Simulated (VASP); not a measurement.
Band structure of Ag (fcc). All values below come from PBE GGA with spin-orbit coupling, VASP's PBE PAW potentials (set 64) (plane waves; VASP).

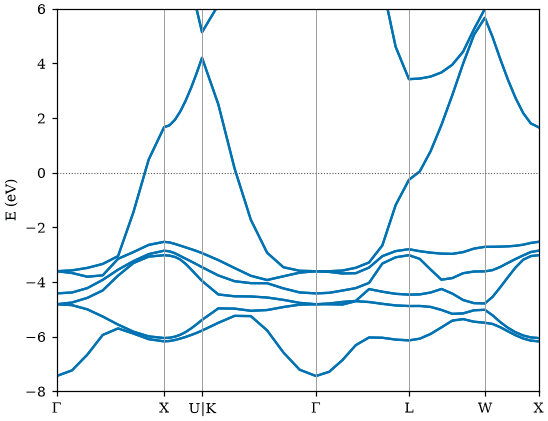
Fig. 1. Bands along high-symmetry lines, zero at the valence-band maximum or, without a gap, the Fermi level

### Question
Read the plot: is there a gap, and where are the band edges?

### Answer
It has no gap at this level: it comes out as a metal or semimetal.

The compound is Ag in the fcc structure. It was relaxed first.
